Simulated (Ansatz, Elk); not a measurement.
# ZnPIrO: X-ray structure factors from the self-consistent density

The structure of ZnPIrO used here is made up (a known structure type with other elements) and was relaxed beforehand with PBE. The aim is the Fourier transform of its all-electron density, F(hkl), set beside the sum over free spherical atoms that refinements use.

Main program and level: Elk 11.2.3 (patched build); DFT, PBE, all-electron APW+lo, Dirac cores, scalar-relativistic bands, static density, no spin.

The structure was built from a prototype and need not be the compound's stable phase.

**1. The structure**

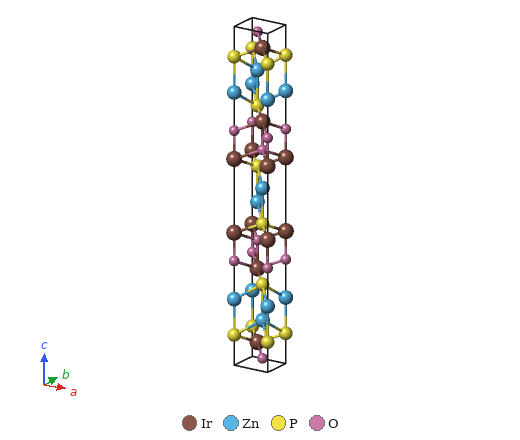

The starting structure, seen slightly off an axis (iridium brown, zinc blue, phosphorus yellow, oxygen pink). This picture shows the conventional cell, with its axes. Some periodic images of atoms are drawn too.

**2. Ground state and structure factors**

An all-electron density is needed, since X-rays see the cores too. Task 0 finds the density and task 195 Fourier-transforms it; tshift is off so that phases refer to the origin typed.

Input file elk.in:

```
tasks
  0
  195

xctype
  20

spinpol
  .false.

rgkmax
  7.0

gmaxvr
  14.0

lmaxo
  7

lmaxapw
  8

swidth
  0.002

tshift
  .false.

ramdisk
  .false.

hmaxvr
  5.5

maxscl
  120

epspot
  1e-06

sppath
  './'

avec
  3.62280315725 2.09162637806 15.89524361517
  -3.62280315725 2.09162637806 15.89524361517
  -0.00000000000 -4.18325275612 15.89524361517

atoms
  4
  'Ir.in'
  2
  0.3912437911 0.3912437911 0.3912437911   0.000000 0.000000 0.000000
  0.6087562089 0.6087562089 0.6087562089   0.000000 0.000000 0.000000
  'Zn.in'
  2
  0.8050319194 0.8050319194 0.8050319194   0.000000 0.000000 0.000000
  0.1949680806 0.1949680806 0.1949680806   0.000000 0.000000 0.000000
  'P.in'
  2
  0.9107323666 0.9107323666 0.9107323666   0.000000 0.000000 0.000000
  0.0892676334 0.0892676334 0.0892676334   0.000000 0.000000 0.000000
  'O.in'
  2
  0.3077563243 0.3077563243 0.3077563243   0.000000 0.000000 0.000000
  0.6922436757 0.6922436757 0.6922436757   0.000000 0.000000 0.000000

ngridk
  7 7 7
```

The run is started by

```console
OMP_NUM_THREADS=4 elk
```

Numbers of over 12 decimals in the logs are rounded to 6 here.

The program printed:

```text
┌─────────────────────────┐
│ Elk code version 11.2.3 │
└─────────────────────────┘

All units are atomic (Hartree, Bohr, etc.)

┌─────────────────────────────────────────────────┐
│ Ground-state run starting from atomic densities │
└─────────────────────────────────────────────────┘

Lattice vectors :
   3.622803157       2.091626378       15.89524362
  -3.622803157       2.091626378       15.89524362
  -0.000000000      -4.183252756       15.89524362

Reciprocal lattice vectors :
  0.8671717776      0.5006618592      0.1317623783
 -0.8671717776      0.5006618592      0.1317623783
  0.1628378901E-16  -1.001323718      0.1317623783

Unit cell volume      :    722.6820812
Brillouin zone volume :   0.3432355941

Muffin-tin inner radius fraction :   0.1000000000E-01

Nuclei treated as point charges

Species : 1 (Ir)
 parameters loaded from : Ir.in
 name : iridium
 nuclear charge    :   -77.00000000
 electronic charge :    77.00000000
 atomic mass :    350390.1562
 muffin-tin radius :    2.288464488
 number of radial points in muffin-tin :   1393
 inner part over the whole radius :   0.9955430548E-02
 number on inner part of muffin-tin    :    995
 approximate nuclear radius :   0.1024342351E-03
 number of mesh points to nuclear radius :    528
 atomic positions (lattice), magnetic fields (Cartesian) :
  1 :   0.39124379  0.39124379  0.39124379    0.00000000  0.00000000  0.00000000
  2 :  -0.39124379 -0.39124379 -0.39124379    0.00000000  0.00000000  0.00000000

Species : 2 (Zn)
 parameters loaded from : Zn.in
 name : zinc
 nuclear charge    :   -30.00000000
 electronic charge :    30.00000000
 atomic mass :    119233.3130
 muffin-tin radius :    2.400000000
 number of radial points in muffin-tin :    993
 inner part over the whole radius :   0.9843840322E-02
 number on inner part of muffin-tin    :    701
 approximate nuclear radius :   0.7484757725E-04
 number of mesh points to nuclear radius :    337
 atomic positions (lattice), magnetic fields (Cartesian) :
  1 :  -0.19496808 -0.19496808 -0.19496808    0.00000000  0.00000000  0.00000000
  2 :   0.19496808  0.19496808  0.19496808    0.00000000  0.00000000  0.00000000

Species : 3 (P)
 parameters loaded from : P.in
 name : phosphorus
 nuclear charge    :   -15.00000000
 electronic charge :    15.00000000
 atomic mass :    56461.71230
 muffin-tin radius :    2.104000517
 number of radial points in muffin-tin :    793
 inner part over the whole radius :   0.9930042884E-02
 number on inner part of muffin-tin    :    553
 approximate nuclear radius :   0.6081821256E-04
 number of mesh points to nuclear radius :    249
 atomic positions (lattice), magnetic fields (Cartesian) :
  1 :  -0.08926763 -0.08926763 -0.08926763    0.00000000  0.00000000  0.00000000
  2 :   0.08926763  0.08926763  0.08926763    0.00000000  0.00000000  0.00000000

Species : 4 (O)
 parameters loaded from : O.in
 name : oxygen
 nuclear charge    :   -8.000000000
 electronic charge :    8.000000000
 atomic mass :    29165.12205
 muffin-tin radius :    1.538280341
 number of radial points in muffin-tin :    593
 inner part over the whole radius :   0.9956458125E-02
 number on inner part of muffin-tin    :    406
 approximate nuclear radius :   0.5115538663E-04
 number of mesh points to nuclear radius :    175
 atomic positions (lattice), magnetic fields (Cartesian) :
  1 :   0.30775632  0.30775632  0.30775632    0.00000000  0.00000000  0.00000000
  2 :  -0.30775632 -0.30775632 -0.30775632    0.00000000  0.00000000  0.00000000

Total number of atoms per unit cell :    8
Total muffin-tin volume :    324.7394659
 ratio of muffin-tin to unit cell volume :   0.4493531449

Spin treatment :
 spin-unpolarised

Number of Bravais lattice symmetries :   12
Number of crystal symmetries         :   12
Crystal has inversion symmetry
Real symmetric eigensolver will be used

k-point grid :      7     7     7
k-point offset :    0.000000000       0.000000000       0.000000000
k-point set is reduced with full crystal symmetry group
[...]
Density of states at Fermi energy :    99.28261754
 (states/Hartree/unit cell)

Estimated indirect band gap :   0.1827556056E-02
 from k-point 11 to k-point 29
Estimated direct band gap   :   0.1042627220E-01
 at k-point 32

Charges :
 core                        :    144.0000000
 valence                     :    116.0000000
 interstitial                :    12.98751739
 muffin-tins (core leakage)
  species : 1 (Ir)
[...]
species : 2 (Zn)
[...]
species : 3 (P)
[...]
species : 4 (O)
[...]
total in muffin-tins        :    247.0124826
 total calculated charge     :    259.9909026
 total charge                :    260.0000000
 error                       :   0.9097438717E-02

RMS change in Kohn-Sham potential (target) :   0.6956702816     (  0.1000000000E-05)
Absolute change in total energy (target)   :   0.9316708976E-01 (  0.1000000000E-03)

[... loops 3 to 19 left out ...]

┌──────────────────┐
│ Loop number : 20 │
└──────────────────┘

Energies :
 Fermi                       :     0.330984
 sum of occupied eigenvalues :     -24433.547612306
 electron kinetic            :      45203.452911948
 core electron kinetic       :      43193.651094164
 Coulomb                     :     -84441.336255909
 Coulomb potential           :     -68454.832371936
 nuclear-nuclear             :     -3587.2236284994
 electron-nuclear            :     -93324.985427381
 Hartree                     :      12470.872799971
 Madelung                    :     -50213.920069941
 xc potential                :     -1182.1681523184
 exchange                    :     -891.00395101221
 correlation                 :     -14.145056635183
 electron entropic           :    -0.98431363717598E-03
 total energy                :     -40143.033335922

Density of states at Fermi energy :    74.71754887
 (states/Hartree/unit cell)

Estimated indirect band gap :   0.1322220264E-02
 from k-point 28 to k-point 27
Estimated direct band gap   :   0.2403454650E-02
 at k-point 28

Charges :
 core                        :    144.0000000
 valence                     :    116.0000000
 interstitial                :    12.98188714
 muffin-tins (core leakage)
  species : 1 (Ir)
[...]
species : 2 (Zn)
[...]
species : 3 (P)
[...]
species : 4 (O)
[...]
total in muffin-tins        :    247.0181129
 total calculated charge     :    259.9913677
 total charge                :    260.0000000
 error                       :   0.8632330590E-02

RMS change in Kohn-Sham potential (target) :   0.1936864420E-06 (  0.1000000000E-05)
Absolute change in total energy (target)   :   0.4207904567E-05 (  0.1000000000E-03)

Convergence targets achieved

┌──────────────────┐
│ Loop number : 21 │
└──────────────────┘

Energies :
 Fermi                       :     0.330984
 sum of occupied eigenvalues :     -24433.547598137
 electron kinetic            :      45203.452910071
 core electron kinetic       :      43193.651094650
 Coulomb                     :     -84441.336247788
 Coulomb potential           :     -68454.832384807
 nuclear-nuclear             :     -3587.2236284994
 electron-nuclear            :     -93324.985397753
 Hartree                     :      12470.872778464
 Madelung                    :     -50213.920055384
 xc potential                :     -1182.1681234013
 exchange                    :     -891.00395078391
 correlation                 :     -14.145056628745
 electron entropic           :    -0.98431355714784E-03
 total energy                :     -40143.033329443

Density of states at Fermi energy :    74.71754094
 (states/Hartree/unit cell)

Estimated indirect band gap :   0.1322227694E-02
 from k-point 28 to k-point 27
Estimated direct band gap   :   0.2403460517E-02
 at k-point 28

Charges :
 core                        :    144.0000000
 valence                     :    116.0000000
 interstitial                :    12.98188716
 muffin-tins (core leakage)
  species : 1 (Ir)
[...]
species : 2 (Zn)
[...]
species : 3 (P)
[...]
atom 2                    :    13.13869838     (  0.5438685143E-03)
  species : 4 (O)
   atom 1                    :    6.809913363     ( -0.3488838463E-07)
   atom 2                    :    6.809913363     ( -0.3488838463E-07)
 total in muffin-tins        :    247.0181128
 total calculated charge     :    259.9913677
 total charge                :    260.0000000
 error                       :   0.8632330445E-02

┌──────────────────────────────┐
│ Self-consistent loop stopped │
└──────────────────────────────┘

Warning : core states of species 1 leak from the muffin-tin :   0.3153083172E-02

Warning : core states of species 3 leak from the muffin-tin :   0.5438685143E-03

Wrote STATE.OUT
```

Wall time 2.6 min (4 threads of Intel Xeon 6975P-C (Granite Rapids), shared host); peak memory 0.52 GiB.

SFACRHO.OUT:

```text

h k l indices transformed by vhmat matrix:
   1.000000000       0.000000000       0.000000000    
   0.000000000       1.000000000       0.000000000    
   0.000000000       0.000000000       1.000000000    

      h      k      l  multipl.   |H|            Re(F)            Im(F)           |F|

      0      0      0      1   0.0000000       260.00000      0.19255158E-15   260.00000    
     -1     -1     -1      2  0.39528713       29.910286      0.10969469E-13   29.910286    
     -2     -2     -2      2  0.79057427      -72.756089      0.11282882E-13   72.756089    
      1      0      0      6   1.0099557      -74.354407      0.62682679E-15   74.354407    
     -1     -1      0      6   1.0354200      -11.570984     -0.47012009E-14   11.570984    
     -1     -2     -1      6   1.1315610      -126.96919      0.25073071E-14   126.96919    
     -3     -3     -3      2   1.1858614      -122.36923      0.31341339E-14   122.36923    
     -1     -2     -2      6   1.1986168       145.14285     -0.15984083E-13   145.14285    
      2      2      3      6   1.3613795      -48.645525     -0.20685284E-13   48.645525    
      3      2      3      6   1.4538824       28.397634      0.22565764E-13   28.397634    
     -4     -4     -4      2   1.5811485      -52.513743     -0.20058457E-13   52.513743    
     -3     -3     -4      6   1.6549265       170.33231      0.26953552E-13   170.33231    
     -1      1      0      6   1.7343436       192.23083      0.19390904E-14   192.23083    
      4      3      4      6   1.7616383      -2.1065116      0.25386485E-13   2.1065116    
     -2     -1      0     12   1.7788197       24.082356      0.65816813E-14   24.082356    
      1      2      3     12   1.9060313      -58.992774     -0.10029229E-13   58.992774    
     -5     -5     -5      2   1.9764357       100.07375     -0.35729127E-13   100.07375    
     -4     -5     -4      6   1.9841152       76.409625      0.28243933E-13   76.409625
```

Elk indexes on the primitive cell of elk.in and gives |H| = 4π sin θ/λ in inverse bohr. Below, one row stands for each form hkl of the conventional cell (m members, Friedel mates merged), F is for one primitive cell and the density is static (no thermal factor). Free-atom factors are Waasmaier and Kirfel's, and R is Σm||F|−|F'||/Σm|F|.

```tsv
hkl	m	sin θ/λ (Å⁻¹)	abs F, DFT	neutral atoms	diff.
003	2	0.059	29.910	29.758	+0.152
006	2	0.119	72.756	72.419	+0.337
101	6	0.152	74.354	74.269	+0.086
012	6	0.156	11.571	11.655	-0.084
104	6	0.170	126.969	126.819	+0.150
009	2	0.178	122.369	122.464	-0.095
015	6	0.180	145.143	145.865	-0.722
107	6	0.205	48.645	49.221	-0.575
018	6	0.219	28.398	28.631	-0.233
0 0 12	2	0.238	52.514	53.008	-0.494
1 0 10	6	0.249	170.332	170.752	-0.420
110	6	0.261	192.231	192.970	-0.739
0 1 11	6	0.265	2.107	1.720	+0.386
113	12	0.268	24.082	23.786	+0.296
116	12	0.287	58.993	59.278	-0.285
0 0 15	2	0.297	100.074	100.392	-0.318
1 0 13	6	0.298	76.410	76.033	+0.377
021	6	0.302	63.869	63.757	+0.112
```

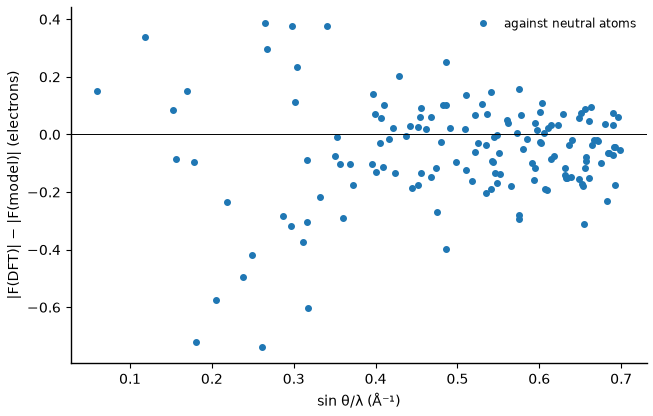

Difference between the calculated structure factors and the independent-atom ones.

**3. The highest occupied states alone**

An energy window below the Fermi level keeps the highest occupied states, to see at which angles they scatter; shallow core shells can lie inside it and anion s states outside. No new self-consistency is needed.

Edit elk.in of step 2 so:

```diff
@@ -1,3 +1,2 @@
 tasks
-  0
   195
@@ -40,2 +39,5 @@
 
+wsfac
+  -0.110010 0.630980
+
 sppath
```

The run is started by

```console
OMP_NUM_THREADS=4 elk
```

The program printed:

```text
┌─────────────────────────────────┐
│ Elk code version 11.2.3 started │
└─────────────────────────────────┘

Info(readinput): the functional depends on the density's gradient
 muffin-tin radial points multiplied by    2.00000
 (not where nrmtscf is given)

┌────────────────────┐
│ Current task : 195 │
└────────────────────┘
Info(checkmt): changed muffin-tin radius of species 1 (Ir) from   2.8000 to   2.2885
Info(checkmt): changed muffin-tin radius of species 3 (P) from   2.2000 to   2.1040
Info(checkmt): changed muffin-tin radius of species 4 (O) from   1.8000 to   1.5383

Info(sfacrho): density structure factors written to SFACRHO.OUT

 Energy window :  -0.1100100000      0.6309800000

┌──────────────────┐
│ Elk code stopped │
└──────────────────┘
```

It took 19 s on 4 threads; peak memory 0.27 GiB; 28 s of CPU time.

States within 12 eV below the Fermi level hold 57.71 electrons; any levels below the window count with the cores, and a count that is not whole means the window cuts a band. Their amplitudes can exceed the total, where window and core parts have opposite phase:

```tsv
hkl	sin θ/λ (Å⁻¹)	abs F, window	abs F, all
003	0.059	5.817	29.910
006	0.119	2.147	72.756
101	0.152	0.148	74.354
012	0.156	14.783	11.571
104	0.170	4.477	126.969
009	0.178	4.878	122.369
015	0.180	14.413	145.143
107	0.205	8.021	48.645
018	0.219	15.327	28.398
0 0 12	0.238	8.850	52.514
```

**4. Another functional**

The difference from free atoms is small, so it is set against the change that LDA (Perdew-Wang) makes.

Edit elk.in of step 3 so:

```diff
@@ -1,2 +1,3 @@
 tasks
+  0
   195
@@ -4,3 +5,3 @@
 xctype
-  20
+  3
 
@@ -39,5 +40,2 @@
 
-wsfac
-  -0.110010 0.630980
-
 sppath
```

The run is started by

```console
OMP_NUM_THREADS=4 elk
```

The program printed:

```text
┌─────────────────────────┐
│ Elk code version 11.2.3 │
└─────────────────────────┘

All units are atomic (Hartree, Bohr, etc.)

┌─────────────────────────────────────────────────┐
│ Ground-state run starting from atomic densities │
└─────────────────────────────────────────────────┘

Lattice vectors :
   3.622803157       2.091626378       15.89524362
  -3.622803157       2.091626378       15.89524362
  -0.000000000      -4.183252756       15.89524362

Reciprocal lattice vectors :
  0.8671717776      0.5006618592      0.1317623783
[...]
species : 4 (O)
   atom 1                    :    6.781585703     ( -0.4081351706E-05)
   atom 2                    :    6.781585703     ( -0.4081351706E-05)
 total in muffin-tins        :    247.0174523
 total calculated charge     :    259.9914035
 total charge                :    260.0000000
 error                       :   0.8596496183E-02

┌──────────────────────────────┐
│ Self-consistent loop stopped │
└──────────────────────────────┘

Warning : core states of species 1 leak from the muffin-tin :   0.3153102465E-02

Warning : core states of species 3 leak from the muffin-tin :   0.5479716011E-03

Wrote STATE.OUT
[key lines of the parts left out:]
total energy                :     -40114.532229849
```

Run time: 1.7 min. Hardware: 4 threads; peak memory 0.33 GiB; 5.5 min of CPU time.

Against the first run R = 0.03 %; the largest change is -0.061 at 0 2 10.

**5. Basis size**

A smaller basis shows how fast F responds to it; the change is likely larger than the basis error of the first run, but doesn't show convergence.

Edit elk.in of step 4 so:

```diff
@@ -5,3 +5,3 @@
 xctype
-  3
+  20
 
@@ -11,3 +11,3 @@
 rgkmax
-  7.0
+  5.5
```

The run is started by

```console
OMP_NUM_THREADS=4 elk
```

The program printed:

```text
┌─────────────────────────┐
│ Elk code version 11.2.3 │
└─────────────────────────┘

All units are atomic (Hartree, Bohr, etc.)

┌─────────────────────────────────────────────────┐
│ Ground-state run starting from atomic densities │
└─────────────────────────────────────────────────┘

Lattice vectors :
   3.622803157       2.091626378       15.89524362
  -3.622803157       2.091626378       15.89524362
  -0.000000000      -4.183252756       15.89524362

Reciprocal lattice vectors :
  0.8671717776      0.5006618592      0.1317623783
[...]
species : 4 (O)
   atom 1                    :    6.698224607     ( -0.3647313962E-07)
   atom 2                    :    6.698224607     ( -0.3647313962E-07)
 total in muffin-tins        :    246.5632765
 total calculated charge     :    259.9915951
 total charge                :    260.0000000
 error                       :   0.8404894178E-02

┌──────────────────────────────┐
│ Self-consistent loop stopped │
└──────────────────────────────┘

Warning : core states of species 1 leak from the muffin-tin :   0.3131238049E-02

Warning : core states of species 3 leak from the muffin-tin :   0.5424227984E-03

Wrote STATE.OUT
[key lines of the parts left out:]
total energy                :     -40142.633609034
```

Run time: 1.8 min. Hardware: 4 threads; peak memory 0.43 GiB; 5.8 min of CPU time.

Against the first run R = 0.06 %; the largest change is -0.184 at 110.

**6. Settings against the effect**

```tsv
run	R against the first run (%)	R against neutral atoms, low angle (%)	wall time
PBE, rgkmax 7	0.00	0.46	2.6 min
LDA (Perdew-Wang)	0.03	0.45	1.7 min
rgkmax 5.5	0.06	0.42	1.8 min
```

**7. What came out**

```yaml
r_against_neutral_atoms_sin_theta_lambda_0p3_a_minus1: 0.46 %
r_against_neutral_atoms_0p3_to_0p70_a_minus1: 0.18 %
```

Independent neutral atoms miss the calculated amplitudes by R = 0.46 % below 0.3 Å⁻¹ and 0.18 % from there to 0.70 Å⁻¹; by shells, 0.48 % below 0.15 Å⁻¹ (2 forms), 0.46 % 0.15 to 0.3 (15 forms), 0.20 % 0.3 to 0.45 (29 forms), 0.17 % above 0.45 (103 forms). Bonding, aspherical density and the tables' own atoms all enter these figures, and the runs don't part them. The largest change of an amplitude is -0.74 electrons, at 110. Weak lines can change much in proportion: 0 1 11 goes from 1.72 to 2.11. The window's part falls from 57.7 electrons at the origin to at most 6.89 between 0.45 and 0.70 Å⁻¹, where compact states inside the window still scatter. Below 0.3 Å⁻¹ the changes that finished (LDA (Perdew-Wang) and rgkmax 5.5) move F by R = 0.11 % at most, against the 0.46 % that separates it from free atoms. The k-mesh has no finished test. These runs have no spin, though d or f shells may be open. Spin-orbit coupling is left out, which can matter for elements this heavy. Part of the difference isn't bonding: the tables are fits to free atoms and ions calculated by other methods than this functional. Thermal motion, anomalous dispersion and extinction are left out.

[Logs are printed without paths, hosts, clocks, repeated set-up lines and the standing remarks that a program may print on its own settings, such as how far it seeks lower states.]

[Hosts, paths, dates, database ids (printed as entryN), source tags and the programs' standing remarks are cut or masked in the printed files.]
